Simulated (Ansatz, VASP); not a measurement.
## Cross-check of Sc2CS between VASP and Ansatz

Wanted: the spread between two codes on one cell, functional and k mesh. The cell is invented: As first built, before any earlier steps moved the atoms: it takes the Sc2CO structure with some of its atoms replaced by other elements, volume scaled by an estimate. It may not be a known or stable phase. The cell is a member of a volume series, scaled by 0.94 from a relaxed one, so a pressure remains.

Main program and level: Ansatz 0.2.0; plane waves, with VASP 6.6.1 beside it; single point at r2SCAN.

## (1) The structure

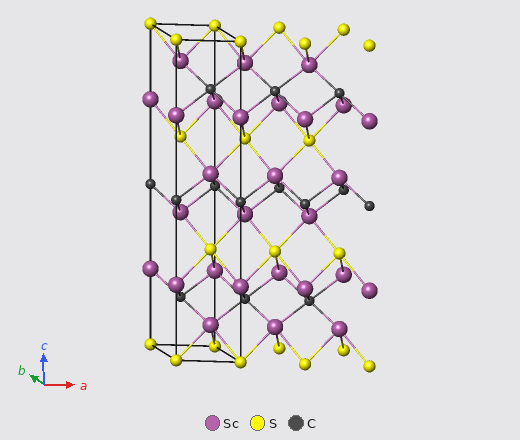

The starting structure, seen slightly off an axis (scandium purple, sulfur yellow, carbon dark grey). 3×1×1 cells are drawn. This picture shows the conventional cell, with its axes. Bonds to atoms that aren't drawn are left out. Some periodic images of atoms are drawn too.

Coordinates:

```xyz
4
Lattice="1.6942 0.9782 5.7976 -1.6942 0.9782 5.7976 0.0000 -1.9563 5.7976" Properties=species:S:1:pos:R:3 pbc="T T T"
Sc    0.0000    0.0000    4.1000
Sc    0.0000    0.0000   13.2928
S     0.0000    0.0000    0.0000
C     0.0000    0.0000    8.6964
```

## (2) VASP: single point, r2SCAN

With cell and atoms fixed, the geometry can't cause a difference; cores, projectors, grids and the points listed under the comparison can.

Lines of VASP's logs that name or quote its potential files are left out, and so is its time.

Contents of INCAR:

```
SYSTEM = Sc2CS
PREC = Accurate
ENCUT = 520
EDIFF = 1E-06
NELM = 100
ISMEAR = -1
SIGMA = 0.05
LREAL = .FALSE.
ALGO = Normal
METAGGA = R2SCAN
LASPH = .TRUE.
NBANDS = 22
LORBIT = 11
LWAVE = .FALSE.
LCHARG = .FALSE.
KPAR = 2
ISIF = 2
```

Contents of POSCAR:

```
Sc2CS
1.0
    1.6942460377      0.9781735744      5.7975894383
   -1.6942460377      0.9781735744      5.7975894383
    0.0000000000     -1.9563462111      5.7975894385
Sc S C
2 1 1
Direct
    0.2357297611      0.2357297611      0.2357297610
    0.7642702389      0.7642702389      0.7642702390
    0.0000000000      0.0000000000      0.0000000000
    0.5000000000      0.5000000000      0.5000000000
```

Contents of KPOINTS:

```
Automatic mesh
0
Gamma
7 7 7
0 0 0
```

The projector-augmented-wave data sets are Sc_sv, S and C (PBE family, release 64).

On the command line:

```bash
$ mpirun -np 2 vasp_std
```

Numbers of over 12 decimals in the logs are rounded to 6 here.

Log:

```text
[banner, memory and clock lines left out]
running    2 mpi-ranks, on    1 nodes
 distrk:  each k-point on    1 cores,    2 groups
 distr:  one band on    1 cores,    1 groups

 POSCAR found type information on POSCAR ScS C
 POSCAR found :  3 types and       4 ions
|                                                                             |
|               ----> ADVICE to this user running VASP <----                  |
|                                                                             |
|     You enforced a specific xc type in the INCAR file but a different       |
|     [... a line on the potential file left out ...]
|     I HOPE YOU KNOW WHAT YOU ARE DOING!                                     |
|                                                                             |

 LDA part: xc-table for (None), standard interpolation
 POSCAR, INCAR and KPOINTS ok, starting setup
 FFT: planning ... GRIDC
 FFT: planning ... GRID_SOFT
 FFT: planning ... GRID
 WAVECAR not read
 entering main loop
       N       E                     dE             d eps       ncg     rms          rms(c)
DAV:   1     0.448722294537E+03    0.44872E+03   -0.15319E+04  1960   0.158E+03
DAV:   2    -0.121600483484E+02   -0.46088E+03   -0.45094E+03  2304   0.611E+02
DAV:   3    -0.586888055572E+02   -0.46529E+02   -0.43209E+02  3332   0.194E+02
DAV:   4    -0.605369531081E+02   -0.18481E+01   -0.18380E+01  3120   0.315E+01
DAV:   5    -0.605660868213E+02   -0.29134E-01   -0.29113E-01  3092   0.542E+00    0.196E+01
DAV:   6    -0.464082363450E+02    0.14158E+02   -0.35519E+01  3128   0.578E+01    0.766E+00
DAV:   7    -0.467688679954E+02   -0.36063E+00   -0.16374E+00  3168   0.125E+01    0.479E+00
DAV:   8    -0.468168500184E+02   -0.47982E-01   -0.50215E-01  2772   0.451E+00    0.102E+00
DAV:   9    -0.467863526406E+02    0.30497E-01   -0.11899E-01  3456   0.221E+00    0.337E-01
DAV:  10    -0.467856216567E+02    0.73098E-03   -0.17603E-02  2832   0.834E-01    0.163E-01
DAV:  11    -0.467858301843E+02   -0.20853E-03   -0.23639E-03  3168   0.416E-01    0.109E-01
DAV:  12    -0.467858044377E+02    0.25747E-04   -0.48353E-04  3520   0.211E-01    0.485E-02
DAV:  13    -0.467858122255E+02   -0.77878E-05   -0.39894E-05  2784   0.583E-02    0.138E-02
DAV:  14    -0.467858064901E+02    0.57354E-05   -0.40087E-05  2784   0.418E-02    0.466E-03
DAV:  15    -0.467858065836E+02   -0.93461E-07   -0.65899E-07  1744   0.135E-02
   1 F= -.46785807E+02 E0= -.46784768E+02  d E =-.207782E-02
```

From OUTCAR (step 2):

```text
ion  position               nearest neighbor table
   1  0.236  0.236  0.236-   4 2.30   4 2.30   4 2.30   3 2.59   3 2.59   3 2.59   2 3.10   2 3.10
                             2 3.10
   2  0.764  0.764  0.764-   4 2.30   4 2.30   4 2.30   3 2.59   3 2.59   3 2.59   1 3.10   1 3.10
                             1 3.10
   3  0.000  0.000  0.000-   2 2.59   1 2.59   2 2.59   2 2.59   1 2.59   1 2.59
   4  0.500  0.500  0.500-   1 2.30   2 2.30   1 2.30   1 2.30   2 2.30   2 2.30

  LATTYP: Found a trigonal (rhomboedric) cell.
 ALAT       =     6.1187691959
 COS(alpha) =     0.8466602292

 Subroutine GETGRP returns: Found 12 space group operations
 (whereof 12 operations were pure point group operations)

The static configuration has the point symmetry D_3d.

 Found     44 irreducible k-points:

   k-points           NKPTS =     44   k-points in BZ     NKDIM =     44   number of bands    NBANDS=     22

   dimension x,y,z NGX =    48 NGY =   48 NGZ =   48
   dimension x,y,z NGXF=    96 NGYF=   96 NGZF=   96

   ENCUT  =  520.0 eV  38.22 Ry    6.18 a.u.  11.38 11.38 11.38*2*pi/ulx,y,z

   NELECT =      32.0000    total number of electrons

 k-points in reciprocal lattice and weights: Automatic mesh
   0.00000000  0.00000000  0.00000000       0.003
   0.14285714  0.00000000  0.00000000       0.017
   0.28571429  0.00000000  0.00000000       0.017
   0.42857143 -0.00000000  0.00000000       0.017
   0.14285714  0.14285714  0.00000000       0.017
   0.28571429  0.14285714  0.00000000       0.035
   0.42857143  0.14285714  0.00000000       0.035
  -0.42857143  0.14285714 -0.00000000       0.035
  -0.28571429  0.14285714 -0.00000000       0.035
[...]
0.42857143  0.42857143  0.42857143       0.006
  -0.42857143  0.42857143  0.42857143       0.017

 average (electrostatic) potential at core
       1 -48.1753       2 -48.1753       3 -88.2663       4 -48.4690

 E-fermi :   5.9914

 k-point     1 :       0.0000    0.0000    0.0000
  band No.  band energies     occupation
    ...
     10      -3.6614      2.00000
     11       0.3293      2.00000
     12       3.5290      2.00000
     13       3.5290      2.00000
     14       5.7153      1.99205
     15       6.2175      0.02151
     16       6.2175      0.02151
     17       8.1173      0.00000
     18       8.1173      0.00000
     19       8.1340      0.00000
    ...

 k-point     2 :       0.1429    0.0000    0.0000
  band No.  band energies     occupation
    ...
     12       3.0648      2.00000
     13       3.5363      2.00000
     14       4.8625      2.00000
     15       5.3981      1.99999
     16       5.6873      1.99544
     17       7.8564      0.00000
     18       8.6558      0.00000
     19       8.7552      0.00000
     20       9.1822      0.00000
     21       9.5990      0.00000
    ...

 k-point     3 :       0.2857    0.0000    0.0000
  band No.  band energies     occupation
    ...
     12       1.6751      2.00000
     13       3.4424      2.00000
     14       3.9264      2.00000
     15       4.6763      2.00000
     16       5.1556      2.00000
     17       7.4669      0.00000
     18       9.2236      0.00000
     19       9.5626      0.00000
     20       9.8030      0.00000
     21       9.8035      0.00000
    ...

  Total        3.3795648      3.3795638      3.4516814      0.0000000      0.0000002      0.0000000
  in kB       93.9248230     93.9247953     95.9290866      0.0000000      0.0000052      0.0000000
  external PRESSURE =      94.5929016 kB  Pullay stress =       0.0000000 kB

  energy-cutoff  :      520.00
  volume of cell :       57.65
      direct lattice vectors                 reciprocal lattice vectors
     1.694246038  0.978173574  5.797589438     0.295116523  0.170385629  0.057495151
    -1.694246038  0.978173574  5.797589438    -0.295116523  0.170385629  0.057495151
     0.000000000 -1.956346211  5.797589439     0.000000000 -0.340771258  0.057495179

 POSITION                                       TOTAL-FORCE (eV/Angst)
 -----------------------------------------------------------------------------------
      0.00000      0.00000      4.09999         0.000000      0.000000      0.259259
      0.00000      0.00000     13.29278         0.000000     -0.000000     -0.259259
      0.00000      0.00000      0.00000         0.000000      0.000000     -0.000000
      0.00000      0.00000      8.69638        -0.000000      0.000000     -0.000000
 -----------------------------------------------------------------------------------
    total drift:                                0.000000      0.000000     -0.000000

  FREE ENERGIE OF THE ION-ELECTRON SYSTEM (eV)
  ---------------------------------------------------
  free  energy   TOTEN  =       -46.7858065836 eV

  energy  without entropy=      -46.7837287592  energy(sigma->0) =      -46.78476767

 total charge
# of ion       s       p       d       tot
------------------------------------------
    1        2.203   6.220   1.118   9.542
    2        2.203   6.220   1.118   9.542
    3        1.313   2.579   0.000   3.891
    4        0.887   1.495   0.000   2.382
--------------------------------------------------
tot          6.606  16.514   2.237  25.358

[... 3 further parts left out ...]
```

The run ends at a pressure of 9.46 GPa, with forces up to 0.26 eV/Å.

## (3) Ansatz: single point, r2SCAN

Ansatz runs on its default PAW (the set named soft_2) files.

The same cell, functional, mesh and smearing now go to Ansatz, which takes its cutoff from its data sets.

Contents of input.yaml:

```yaml
crystal:
  lattice:
    - [1.6942460377, 0.9781735744, 5.7975894383]
    - [-1.6942460377, 0.9781735744, 5.7975894383]
    - [0.0, -1.9563462111, 5.7975894385]
  atoms:
    - { symbol: Sc, position: [0.2357297611, 0.2357297611, 0.235729761] }
    - { symbol: Sc, position: [0.7642702389, 0.7642702389, 0.764270239] }
    - { symbol: S, position: [0.0, 0.0, 0.0] }
    - { symbol: C, position: [0.5, 0.5, 0.5] }
hamiltonian:
  xc: r2scan
  pseudopotentials: { kind: paw }
kpoints:
  mp_grid: { grid: [7, 7, 7] }
scf:
  occupations: { method: fermi_dirac, width: 0.05 }
  n_extra_bands: 5
output:
  forces: true
  stress: true
  eigenvalues: true
```

On the command line:

```bash
$ ansatz run input.yaml --threads 2 --pin off --max-ram 4608MiB --backend cpu --events-out ev --progress --plain --runs-dir out
```

Log:

```text
basis.fft_grid_basis auto: the FFT boxes are laid along the combinations [[1, 0, -1], [0, 1, -1], [0, 0, 1]] of the cell's own vectors, 3.388, 3.388 and 6.119 Å long. The dense box has 25×25×45 points. Along the cell's own vectors, as sized, it would have 45×45×45, 3.24 times as many. Of the 12 symmetry operations that the crystal satisfies within crystal.symmetry.tolerance (time reversal apart; of a slab, those that [...]
scf.n_extra_bands = 5 over 16 filled bands (N_el = 32.0): the run solves 21 bands
Engine: ansatz 0.2.0, aarch64-unknown-linux-gnu
Pseudopotentials: kind: paw
Pseudopotential: Sc, paw, valence charge 11, recommended cutoff 500 eV (meta_gga), Sc.paw.azcp
Pseudopotential: S, paw, valence charge 6, recommended cutoff 500 eV (meta_gga), S.paw.azcp
Pseudopotential: C, paw, valence charge 4, recommended cutoff 500 eV (meta_gga), C.paw.azcp
Functional definition: r2SCAN
  parameter k0 = 0.174
  parameter k1 = 0.065
  parameter a1 = 4.9479
  exchange = r2scan_x(k0 = k0, k1 = k1, a1 = a1)
  correlation = r2scan_c
Crystal: 4 atoms, lattice volume = 57.649 Å³
Basis set: ecut = 500 eV, 1479 PW (Γ), FFT grids on a1−a3, a2−a3, a3, exchange–correlation on 100×100×180 points (64 copies of the dense FFT grid, shifted against one another)
Bands: 21, of which v1, the nominal top of the filled ones, is band 16 counted from 1 (15 counted from 0)
Symmetry: 12 space group operations
Space group: R-3m (ITA 166), of the structure as read, at distance tolerance 3.9e-5 Å
k-points: 44 of 343
Non-local potential: Sc, projectors of the file, l = 0: 3, l = 1: 2, l = 2: 3, l = 3: 1
Non-local potential: S, projectors of the file, l = 0: 2, l = 1: 2, l = 2: 2
Non-local potential: C, projectors of the file, l = 0: 2, l = 1: 2, l = 2: 1
PAW form: soft (Blöchl's): semilocal exchange-correlation on the pseudo side does not see the compensation charge
PAW frozen core: Sc, regenerated for the run's functional (the file was generated under x = pbe(κ = 0.804, μ = 0.219515), c = pbe(β = 0.066725))
PAW frozen core: S, regenerated for the run's functional (the file was generated under x = pbe(κ = 0.804, μ = 0.219515), c = pbe(β = 0.066725))
PAW frozen core: C, regenerated for the run's functional (the file was generated under x = pbe(κ = 0.804, μ = 0.219515), c = pbe(β = 0.066725))
PAW one-centre angular grid: Sc, 590 points (default); XC on 160 Gauss nodes
PAW one-centre angular grid: S, 302 points (default); XC on 160 Gauss nodes
PAW one-centre angular grid: C, 302 points (default); XC on 239 of its mesh's 2573 points in the sphere
Initial density: superposition of atomic densities (neutral atoms: chi_scale 0, normalization atom), corrected by the library's trained network
Initial wavefunctions: pseudopotential atomic-orbital guess
Functional: x = r2scan, c = r2scan; τ floored in thin density (d = 2e-4 eV/Å³)
SCF iter   1: F=—  HF=-5444.705026 eV  |F-HF|=—  |Δ(HF+E_count)|=         —  Δρ=1.41e-2  dr2=1.57e-1  dr2_τ=1.51e-1  ethr=1.77e-3  ⟨swp⟩=5.5  Hψ=4432  notcnv=0
preconditioner: auto → Kerker (q_TF=auto, 2.473 Å⁻¹)  [metal: Δε(μ)=0.083 eV  Ē_g=8.414 eV  σ=0.050 eV  W_gap=0.36  n_scr=16 (ndim 8)  ℏωp=19.6 eV  f_vac=0.000  D(μ)=0.26/eV (n_scr^D=0)]
SCF iter   2: F=—  HF=-5444.818963 eV  |F-HF|=—  |Δ(HF+E_count)|=   1.14e-1  Δρ=5.99e-3  dr2=2.25e-2  dr2_τ=1.88e-3  ethr=4.91e-4  ⟨swp⟩=2.0  Hψ=1776  notcnv=0  defer=29
SCF iter   3: F=—  HF=-5444.818136 eV  |F-HF|=—  |Δ(HF+E_count)|=   8.27e-4  Δρ=2.32e-3  dr2=1.73e-3  dr2_τ=1.48e-4  ethr=7.04e-5  ⟨swp⟩=2.0  Hψ=1357  notcnv=0  defer=29
SCF iter   4: F=—  HF=-5444.818773 eV  |F-HF|=—  |Δ(HF+E_count)|=   6.37e-4  Δρ=8.09e-4  dr2=6.33e-4  dr2_τ=2.44e-5  ethr=5.41e-6  ⟨swp⟩=2.0  Hψ=1207  notcnv=0  defer=29
SCF iter   5: F=—  HF=-5444.818768 eV  |F-HF|=—  |Δ(HF+E_count)|=   5.04e-6  Δρ=1.57e-4  dr2=2.70e-5  dr2_τ=6.98e-7  ethr=1.98e-6  ⟨swp⟩=2.0  Hψ=1202  notcnv=0  defer=29
SCF iter   6: F=—  HF=-5444.818777 eV  |F-HF|=—  |Δ(HF+E_count)|=   8.35e-6  Δρ=6.39e-5  dr2=3.66e-6  dr2_τ=1.12e-7  ethr=8.42e-8  ⟨swp⟩=2.0  Hψ=1262  notcnv=0  defer=28
SCF iter   7: F=—  HF=-5444.818777 eV  |F-HF|=—  |Δ(HF+E_count)|=   3.81e-8  Δρ=1.64e-5  dr2=3.12e-7  dr2_τ=5.20e-9  ethr=1.14e-8  ⟨swp⟩=2.0  Hψ=1202  notcnv=0  defer=28
SCF iter   8: F=-5444.818777 eV  HF=-5444.818777 eV  |F-HF|=7.64e-9  |Δ(HF+E_count)|=   2.50e-8  Δρ=4.29e-6  dr2=2.62e-8  dr2_τ=3.83e-10  ethr=3.13e-10  ⟨swp⟩=6.8  Hψ=3267  notcnv=0
SCF 1 converged in 8 iterations: F = -5444.818777 eV  dr2 = 2.62e-8
  greatest PAW one-centre occupation: 0.998 electrons in one spin orbital (limit 2), on the Sc atom at site 1 (counted from 0), in its partial waves of l = 1
SCF converged after 8 iterations
Free energy (F): -5444.818777 eV
Harris-Foulkes:  -5444.818777 eV  (|F-HF|=7.64e-9)
Internal energy: -5444.816687 eV  (E = F + TS)
E sigma→0 (E₀):  -5444.817732 eV
Entropy (-TS):   -0.002089 eV (-0.522 meV/atom)
Fermi energy:    11.525304 eV
--- Per-component energies (eV) ---
  E_band       = -251.397144
  E_kinetic    = 727.195954
  E_local      = -1635.987146  (includes V_loc(G=0)·N_el)
  E_nonlocal   = 214.178863
  E_hartree    = 560.585746
  E_xc         = -346.173747
  E_vxc        = -451.629018  (∫ρ·V_xc dr)
  E_paw        = -2637.103101  (= ΣΔE_a)
  E_vpaw       = -252.621100  (= ΣTr[D̂ρ^β])
  E_aug_tail   = 0.000014  (compensation charges beyond the density's cutoff)
  E_vtau       = 26.294934  (kinetic-family band-sum trace: ∫τ·v_τ [+ j·A + Jᵃ·Aᵃ] dr)
  E_ewald      = -2326.901747
  E_core_change = -0.611524  (= ΣΔE_core)
  E_smearing   = -0.002089  (= −TS)
  E_closure    = -0.000000  (closes the sum)
  Σ components = -5444.818777   (vs F -5444.818777, Δ=0.00e0)
--- Forces (eV/Å), atoms counted from 1 ---
  atom   1  Sc     0.00000000     0.00000001     0.22500884
  atom   2  Sc     0.00000000    -0.00000001    -0.22500884
  atom   3  S     -0.00000000     0.00000000    -0.00000000
  atom   4  C      0.00000000     0.00000000     0.00000000
  max |Σ_I F_I| component: 5.55e-17 eV/Å
--- Stress (GPa, compression-positive) ---
        8.524213       0.000000       0.000000
        0.000000       8.524213       0.000000
        0.000000       0.000000       8.691025
  P = ⅓ Tr σ = 8.5798 GPa (85.798 kbar)
--- Band table (eV; the first three rows and the last of 44) ---
  k-point 0: bands = [... 12 lower, 9.0798, 11.2462, 11.7502, 11.7502, 13.6364, 13.6364, 13.6528, 14.3941, ... 1 higher]
  k-point 1: bands = [... 12 lower, 9.0856, 10.4035, 10.9318, 11.2234, 13.3775, 14.1731, 14.2741, 14.7138, ... 1 higher]
  k-point 2: bands = [... 12 lower, 8.9884, 9.4640, 10.2151, 10.6962, 12.9907, 14.7390, 15.0876, 15.3117, ... 1 higher]
  k-point 43: bands = [... 12 lower, 9.3889, 9.3895, 10.4506, 10.6044, 13.3792, 14.2645, 14.6089, 15.2735, ... 1 higher]
```

Run time: 7.8 s. Hardware: 2 threads of Arm Neoverse N1, shared host; peak memory 0.48 GiB; 15 s of CPU time.

In the SCF lines HF is the Harris–Foulkes energy and dr2 the Hartree energy of the density residual, in eV; the loop may stop once dr2 is under the threshold and the program's other checks hold. Hψ counts applications of the Hamiltonian.

The run ends at a pressure of 8.58 GPa, with forces up to 0.23 eV/Å.

## (4) Side by side

Known differences besides the PAW data sets themselves: VASP keeps PBE cores, Ansatz makes them for the functional; the cutoff is 500 eV in Ansatz and 520 eV in VASP. Total energies have different zeros and are not compared.

Both answers:

```tsv
quantity	Ansatz	VASP	difference
pressure (GPa)	8.58	9.46	-0.88
```

Forces (eV/Å; atoms numbered as in POSCAR):

```tsv
atom	Ansatz x, y, z	VASP x, y, z
Sc1	0.000, 0.000, 0.225	0.000, 0.000, 0.259
Sc2	0.000, 0.000, -0.225	0.000, 0.000, -0.259
S3	0.000, 0.000, 0.000	0.000, 0.000, 0.000
C4	0.000, 0.000, 0.000	0.000, 0.000, 0.000
```

The forces differ by 14 meV/Å r.m.s., which is 13.2 % of the r.m.s. force of 0.11 eV/Å (both taken over all components). Ansatz's pressure holds a Pulay correction of 0.07 GPa; VASP's holds none.

## (5) Further runs

The difference is large enough to ask for its cause, so further runs change the set-up of one program at a time, as the table lists.

```tsv
run	r.m.s. force difference (meV/Å)
as above	14
cores kept as stored, as VASP does	14
Ansatz's larger PAW set (cutoff 920 eV)	15
norm-conserving potentials (cutoff 1290 eV)	14
```

## (6) Ansatz: single point, r2SCAN

With cell and atoms fixed, the geometry can't cause a difference; cores, projectors, grids and the points listed under the comparison can. The cell compared in this pair holds 58.88 Å³, against 57.65 Å³ for the pair before.

The cell is a member of a volume series, scaled by 0.96 from a relaxed one, so a pressure remains.

input.yaml, the sections that differ from step 3:

```yaml
crystal:
  lattice:
    - [1.706177741, 0.9850623477, 5.8384188781]
    - [-1.706177741, 0.9850623477, 5.8384188781]
    - [0.0, -1.9701237511, 5.8384188783]
  atoms:
    - { symbol: Sc, position: [0.2357297611, 0.2357297611, 0.235729761] }
    - { symbol: Sc, position: [0.7642702389, 0.7642702389, 0.764270239] }
    - { symbol: S, position: [0.0, 0.0, 0.0] }
    - { symbol: C, position: [0.5, 0.5, 0.5] }
output:
  forces: true
  stress: true
  eigenvalues: true
  write_density: true
  write_potential: true
  elf: true
  volumetric_format: npy
# hamiltonian, kpoints, scf: as in step 3
```

Log:

```text
[...]
Crystal: 4 atoms, lattice volume = 58.875 Å³
Basis set: ecut = 500 eV, 1491 PW (Γ), FFT grids on a1−a2, a2, −a2+a3, exchange–correlation on 100×180×100 points (64 copies of the dense FFT grid, shifted against one another)
Bands: 21, of which v1, the nominal top of the filled ones, is band 16 counted from 1 (15 counted from 0)
Symmetry: 12 space group operations
[...]
k-point 0: bands = [... 12 lower, 8.8226, 10.9456, 11.4366, 11.4366, 13.3243, 13.3243, 13.3461, 14.0581, ... 1 higher]
  k-point 1: bands = [... 12 lower, 8.8231, 10.1263, 10.6420, 10.9317, 13.0728, 13.8432, 13.9398, 14.3633, ... 1 higher]
  k-point 2: bands = [... 12 lower, 8.7190, 9.1897, 9.9484, 10.4215, 12.6924, 14.3936, 14.7308, 14.9402, ... 1 higher]
  k-point 43: bands = [... 12 lower, 9.1141, 9.1379, 10.1762, 10.3334, 13.0737, 13.9285, 14.2613, 14.9163, ... 1 higher]
[key lines of the parts left out:]
SCF converged after 7 iterations
Free energy (F): -5444.871266 eV
Fermi energy:    11.257179 eV
P = ⅓ Tr σ = 5.1874 GPa (51.874 kbar)
```

It took 9.9 s on 2 threads; peak memory 0.5 GiB; 19 s of CPU time.

The run ends at a pressure of 5.19 GPa, with forces up to 0.13 eV/Å.

(Part 1 of 2 ends here.)

[Lines on the potential files, build, host, timing and source positions are cut from VASP's logs without a mark.]

[Logs are printed without paths, hosts, clocks, repeated set-up lines and the standing remarks that a program may print on its own settings, such as how far it seeks lower states.]

[Hosts, paths, dates, database ids (printed as entryN), source tags and the programs' standing remarks are cut or masked in the printed files.]
